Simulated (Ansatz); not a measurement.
# quartet CH5Si at 3 levels

Wanted: a comparison of 3 runs (UHF/3-21G, U-wB97M-V/aug-cc-pVDZ, U-wB97X/aug-cc-pVDZ) of quartet CH5Si. 

The calculation is run with Ansatz 0.2.0.

50 further runs of the same task are left out: 50 set aside as unsound or not needed.

## 1. The structure to begin with

CH5Si: 7 atoms, total charge 0, spin state quartet. SMILES of the parent species: `C[SiH2]`. Geometry: relaxed at PBE0-D4/def2-TZVP. That shape belongs to the parent species and isn't relaxed for this state.

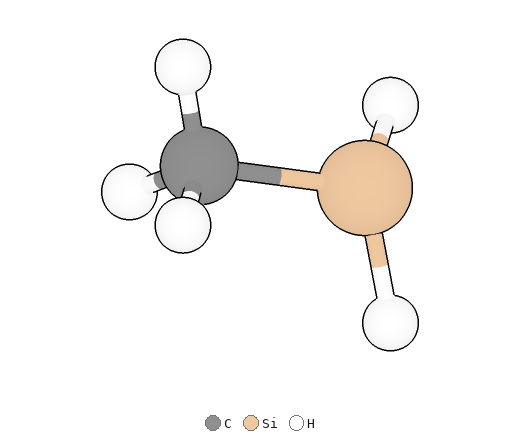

The structure, seen from a chosen angle (carbon grey, silicon light orange, hydrogen white).

## 2. The energy at UHF/3-21G (run 1)

File input.yaml:

```yaml
crystal:
  periodic: [false, false, false]
  atoms:
    - {symbol: C, position_ang: [-0.122600, -0.803200, 0.095200]}
    - {symbol: Si, position_ang: [0.176200, 1.034800, 0.314000]}
    - {symbol: H, position_ang: [-0.204800, -1.054900, -0.966600]}
    - {symbol: H, position_ang: [0.699200, -1.383300, 0.519500]}
    - {symbol: H, position_ang: [-1.047100, -1.107700, 0.589500]}
    - {symbol: H, position_ang: [-0.951500, 1.846400, -0.225700]}
    - {symbol: H, position_ang: [1.450600, 1.468000, -0.326000]}
basis:
  gaussian:
    orbitals: 3-21G.json
magnetization:
  spin_polarized: true
  initial_magnetization: 3
hamiltonian:
  xc: hf
accuracy: high
output:
  orbitals: {seedname: orbitals}
```

The basis set 3-21G is read from a file made from the Basis Set Exchange's data (not shown).

Run with:

```sh
$ ansatz run input.yaml --threads 1 --pin off --max-ram 3480MiB --events-out events.jsonl --progress --plain --runs-dir runs
```

The log of the run:

```text
Warning: RAYON_NUM_THREADS=1 ignored (pool sized by the plan → 1); use --threads N
Functional definition: HF
  name "HF"
  exchange = exact_x
  correlation = 0
734 factors; integrals over basis functions are off by at most 3.7e-9 eV
mean field evaluation 1: about -8912.7125 eV, gradient 9.7e0 eV
mean field evaluation 2: about -8913.0446 eV, gradient 9.8e0 eV
mean field evaluation 4: about -8914.2165 eV, gradient 1.5e0 eV
mean field evaluation 8: about -8914.3046 eV, gradient 1.5e-1 eV
mean field evaluation 16: about -8914.3056 eV, gradient 5.5e-6 eV
mean field evaluation 32: about -8914.2997 eV, gradient 3.1e-1 eV
mean field evaluation 64: about -8912.3312 eV, gradient 8.2e0 eV
mean field evaluation 96: about -8913.1650 eV, gradient 2.4e0 eV
mean field evaluation 128: about -8913.5065 eV, gradient 6.6e-1 eV
mean field evaluation 160: about -8912.7129 eV, gradient 9.7e0 eV
mean field -8914.30558210 eV, -327.5946878088 hartree, gradient 3.7e-8 eV, S^2 3.758197; 2 other end points of the search recorded, 0 dependent functions left out
reference -8914.30558210 eV, -327.5946878088 hartree; 14, 11 occupied and 18, 21 virtual orbitals, 734 factors
Total energy: -8914.30558210 eV, -327.5946878088 hartree
```

It took 1.2 s on 1 thread of Intel Xeon Platinum 8259CL at 2.50GHz (Skylake/Cascade Lake), shared host; peak memory 0.099 GiB.

## 3. A single-point energy at U-wB97M-V/aug-cc-pVDZ (run 2)

File in.yaml:

```yaml
crystal:
  periodic: [false, false, false]
  atoms:
    - {symbol: C, position_ang: [-0.122600, -0.803200, 0.095200]}
    - {symbol: Si, position_ang: [0.176200, 1.034800, 0.314000]}
    - {symbol: H, position_ang: [-0.204800, -1.054900, -0.966600]}
    - {symbol: H, position_ang: [0.699200, -1.383300, 0.519500]}
    - {symbol: H, position_ang: [-1.047100, -1.107700, 0.589500]}
    - {symbol: H, position_ang: [-0.951500, 1.846400, -0.225700]}
    - {symbol: H, position_ang: [1.450600, 1.468000, -0.326000]}
basis:
  gaussian: {orbitals: aug-cc-pVDZ}
output: {orbitals: {seedname: orbitals}}
hamiltonian: {xc: {name: wB97M-V}}
magnetization: {spin_polarized: true, initial_magnetization: 3}
accuracy: high
```

Run with:

```sh
$ ansatz run in.yaml --threads 1 --pin off --max-ram 3480MiB --events-out events.jsonl --progress --plain --runs-dir runs
```

The log of the run:

```text
Warning: RAYON_NUM_THREADS=1 ignored (pool sized by the plan → 1); use --threads N
Functional definition: wB97M-V
  name "wB97M-V"
  parameter omega = 0.3/bohr
  parameter cx = 0.15
  parameter cx01 = 1.007
  parameter cx10 = 0.259
  parameter css00 = 0.443
  parameter css04 = -1.437
  parameter css10 = -4.535
  parameter css20 = -3.390
  parameter css43 = 4.278
  parameter cos00 = 1.000
  parameter cos10 = 1.358
  parameter cos20 = 2.924
  parameter cos21 = -8.812
  parameter cos60 = -1.390
  parameter cos61 = 9.142
  parameter b = 6.0
  parameter c = 0.01
  gx(w, u) = 1 - cx + cx01*u + cx10*w
  gss(w, u) = css00 + css04*u^4 + css10*w + css20*w^2 + css43*w^4*u^3
  gos(w, u) = cos00 + cos10*w + (cos20 + cos21*u)*w^2 + (cos60 + cos61*u)*w^6
  exchange = spin_sum(e_x_unif_sr(omega)*gx(b97_w, b97_u_x)) + cx*exact_x_sr(omega) + exact_x_lr(omega)
  correlation = spin_sum(e_c_pw_mod_same_spin*gss(b97_w, b97_u_same))
      + integral(e_c_pw_mod_opposite_spin*gos(b97_w_opposite, b97_u_opposite)) + vv10(b, c)
1901 factors; integrals over basis functions are off by at most 3.9e-9 eV
468 factors; integrals over basis functions are off by at most 2.1e-9 eV
mean field evaluation 1: about -8978.3314 eV, gradient 3.3e1 eV
mean field evaluation 2: about -8975.9972 eV, gradient 3.6e1 eV
mean field evaluation 4: about -8984.4557 eV, gradient 1.3e0 eV
mean field evaluation 8: about -8984.6850 eV, gradient 5.4e-1 eV
mean field evaluation 16: about -8984.8128 eV, gradient 9.6e-2 eV
mean field evaluation 32: about -8984.8169 eV, gradient 6.3e-4 eV
mean field evaluation 64: about -8985.0192 eV, gradient 2.3e-8 eV
mean field evaluation 96: about -8984.9206 eV, gradient 1.4e0 eV
mean field -8985.01919555 eV, -330.1933651716 hartree, gradient 4.7e-8 eV, S^2 3.753135; 12 other end points of the search recorded, 0 dependent functions left out
reference -8985.01919692 eV, -330.1933652219 hartree; 14, 11 occupied and 81, 84 virtual orbitals, 1901 factors
Total energy: -8985.01919692 eV, -330.1933652219 hartree
```

Run time: 5.2 min. Hardware: 1 thread of Intel Xeon Platinum 8259CL at 2.50GHz (Skylake/Cascade Lake), shared host; peak memory 0.94 GiB.

## 4. The energy at U-wB97X/aug-cc-pVDZ (run 3)

File job.yaml:

```yaml
crystal:
  periodic: [false, false, false]
  atoms:
    - {symbol: C, position_ang: [-0.122600, -0.803200, 0.095200]}
    - {symbol: Si, position_ang: [0.176200, 1.034800, 0.314000]}
    - {symbol: H, position_ang: [-0.204800, -1.054900, -0.966600]}
    - {symbol: H, position_ang: [0.699200, -1.383300, 0.519500]}
    - {symbol: H, position_ang: [-1.047100, -1.107700, 0.589500]}
    - {symbol: H, position_ang: [-0.951500, 1.846400, -0.225700]}
    - {symbol: H, position_ang: [1.450600, 1.468000, -0.326000]}
basis:
  gaussian:
    orbitals: aug-cc-pVDZ
total_charge: 0
magnetization:
  spin_polarized: true
  initial_magnetization: 3
hamiltonian:
  xc: {name: wB97X}
accuracy: high
output:
  orbitals: {seedname: orbitals}
```

Run with:

```sh
$ ansatz run job.yaml --threads 1 --pin off --max-ram 3480MiB --events-out events.jsonl --progress --plain --runs-dir runs
```

The log of the run:

```text
Warning: RAYON_NUM_THREADS=1 ignored (pool sized by the plan → 1); use --threads N
Functional definition: wB97X
  name "wB97X"
[... 1 set-up line as earlier in the session ...]
  parameter cx = 0.157706
  parameter cx1 = 0.726479
  parameter cx2 = 1.04760
  parameter cx3 = -5.70635
  parameter cx4 = 13.2794
  parameter css1 = -4.33879
  parameter css2 = 18.2308
  parameter css3 = -31.7430
  parameter css4 = 17.2901
  parameter cos1 = 2.37031
  parameter cos2 = -11.3995
  parameter cos3 = 6.58405
  parameter cos4 = -3.78132
  exchange = spin_sum(e_x_unif_sr(omega)*poly(b97_u_x, 1 - cx, cx1, cx2, cx3, cx4)) + cx*exact_x_sr(omega)
      + exact_x_lr(omega)
  correlation = spin_sum(e_c_pw_same_spin*poly(b97_u_same, 1, css1, css2, css3, css4))
      + integral(e_c_pw_opposite_spin*poly(b97_u_opposite, 1, cos1, cos2, cos3, cos4))
1901 factors; integrals over basis functions are off by at most 3.9e-9 eV
468 factors; integrals over basis functions are off by at most 2.1e-9 eV
mean field evaluation 1: about -8979.8357 eV, gradient 3.1e1 eV
mean field evaluation 2: about -8978.6698 eV, gradient 3.3e1 eV
mean field evaluation 4: about -8985.3762 eV, gradient 1.2e0 eV
mean field evaluation 8: about -8985.5868 eV, gradient 4.9e-1 eV
mean field evaluation 16: about -8985.6960 eV, gradient 8.7e-2 eV
mean field evaluation 32: about -8985.6992 eV, gradient 2.2e-3 eV
mean field evaluation 64: about -8985.9946 eV, gradient 2.3e0 eV
mean field -8986.05272314 eV, -330.2313466102 hartree, gradient 2.3e-8 eV, S^2 3.755224; 6 other end points of the search recorded, 0 dependent functions left out
reference -8986.05272556 eV, -330.2313466990 hartree; 14, 11 occupied and 81, 84 virtual orbitals, 1901 factors
Total energy: -8986.05272556 eV, -330.2313466990 hartree
```

Wall time 1.8 min (1 thread of Intel Xeon Platinum 8259CL at 2.50GHz (Skylake/Cascade Lake), shared host); peak memory 0.75 GiB.

## 5. All runs side by side

```tsv
run	level	energy (Eh)	HOMO energy (eV)	⟨S²⟩	wall time
1	UHF/3-21G	-327.594688	-2.70	3.758	1.2 s
2	U-wB97M-V/aug-cc-pVDZ	-330.193365	-3.54	3.753	5.2 min
3	U-wB97X/aug-cc-pVDZ	-330.231347	-3.47	3.755	1.8 min
```

## 6. Outcome

```
                                 quantity          value
                      run 3: total energy  -330.23135 Eh
run 3: HOMO energy (highest over α and β)       -3.47 eV
                              run 3: ⟨S²⟩          3.755
```

Totals of different functionals can't be ranked against each other. All runs together took 6.9 min, the longest 5.2 min.
